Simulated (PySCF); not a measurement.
## Electronic structure of C$_{6}$H$_{10}$OS in real space

| atom | x (Å) | y (Å) | z (Å) |
| --- | --- | --- | --- |
| O | -0.5497 | -0.1270 | 2.6727 |
| S | 0.3289 | 0.5221 | 1.7018 |
| C | 0.8888 | -0.7424 | 0.4637 |
| C | -0.4162 | -1.3984 | 0.0458 |
| C | -1.4346 | -0.2526 | -0.1072 |
| C | -0.6796 | 1.0227 | 0.2264 |
| C | 0.4132 | 1.2990 | -0.7924 |
| C | 1.4337 | 0.1517 | -0.6375 |
| H | 1.6193 | -1.4360 | 0.8738 |
| H | -0.2897 | -1.9608 | -0.8810 |
| H | -0.7402 | -2.0906 | 0.8233 |
| H | -2.2570 | -0.3822 | 0.5965 |
| H | -1.8509 | -0.2065 | -1.1150 |
| H | -1.3232 | 1.8757 | 0.4288 |
| H | 0.8819 | 2.2626 | -0.5886 |
| H | 0.0005 | 1.3361 | -1.8018 |
| H | 2.4126 | 0.5412 | -0.3546 |
| H | 1.5535 | -0.4081 | -1.5664 |

Geometry: GFN2-xTB.

Level of theory: PBE0/pcSseg-1, SCF density, gas phase, non-relativistic in PySCF.

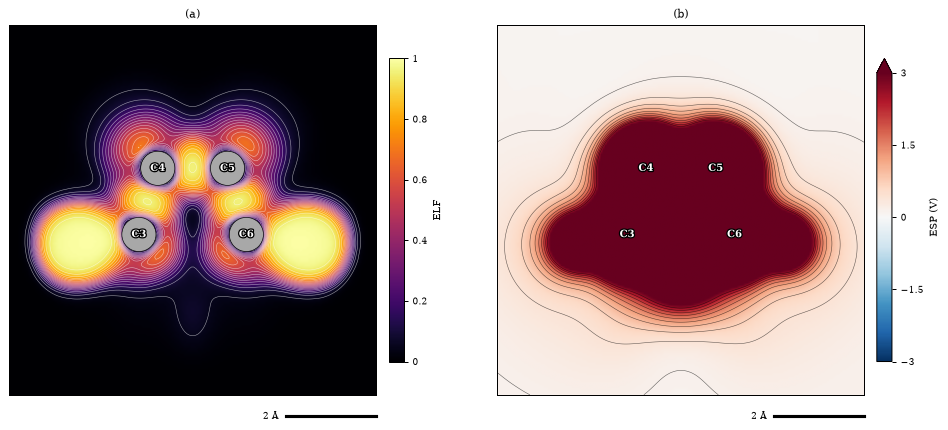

Figure 1. (a) electron localisation function; (b) electrostatic potential on the plane of atoms C3, C4 and C5. Grey discs cover the atomic cores in the ELF map.

Question: Describe what can be read from this map.

Answer: The section cuts through C sites.
C–C (1.52 Å): the ELF peaks at about 0.95 between the atoms; a shared electron pair.
The potential has no marked negative region in this plane.

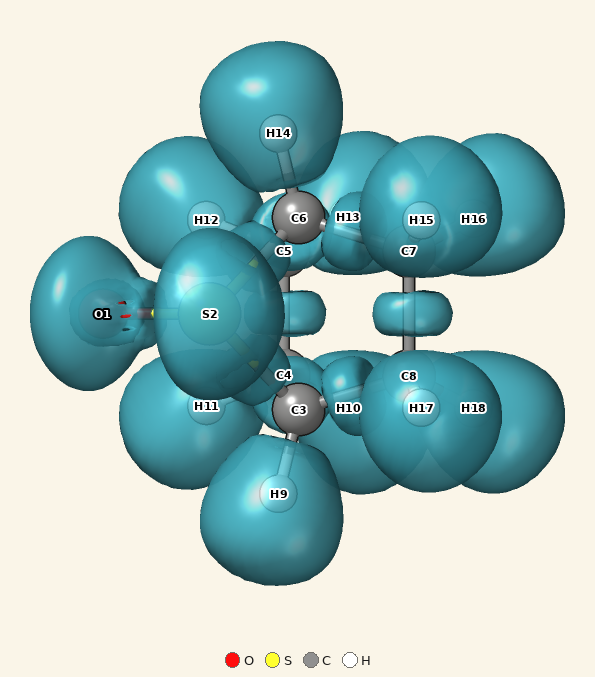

Figure 2. Isosurface of the electron localisation function at 0.75 (cyan), seen at an oblique angle. Core shells and regions of very low density are left out.

Question: Where are the electrons localised?

Answer: At this value the surface marks out six regions between bonded C–C atoms (shared pairs), ten regions around hydrogen nuclei, one region on O in which the atom's valence shell and bonds are merged and one region on S in which the atom's valence shell and bonds are merged. Along the contacts the grid gives the following. S–O (1.46 Å): the ELF peaks at about 0.80 between the atoms, as expected for a polar covalent bond.

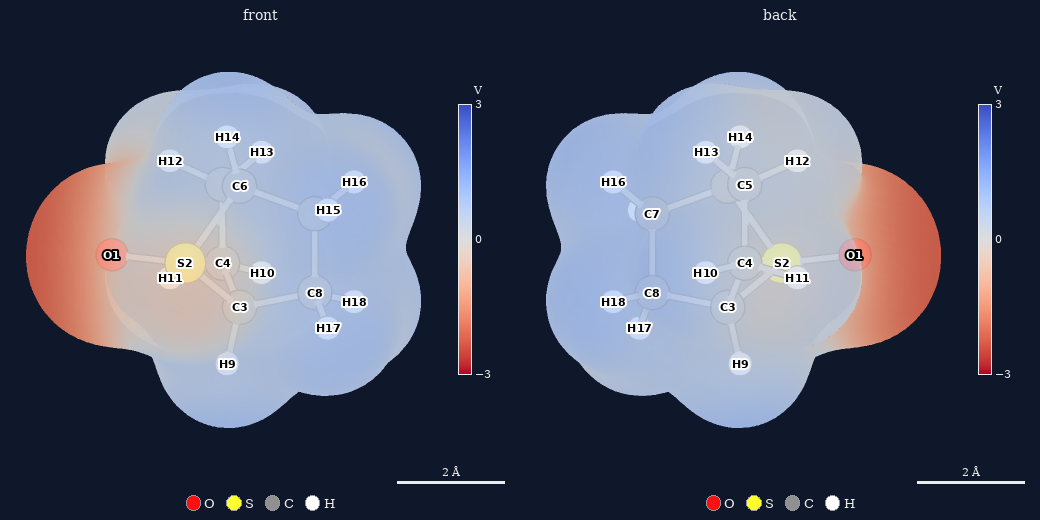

Figure 3. The molecular electrostatic potential painted on the density surface at 0.002 e/bohr³, seen from the front and from behind; the colour scale runs from red (negative) to blue (positive).

Question: Describe the electrostatic potential map.

Answer: The most negative region (about −2.2 V, or −51 kcal/mol for a unit charge) lies over O1, the most positive (about +1.0 V, or +23 kcal/mol for a unit charge) over H9, H14, H16 and H18. O1 is the likeliest acceptor of a hydrogen bond.
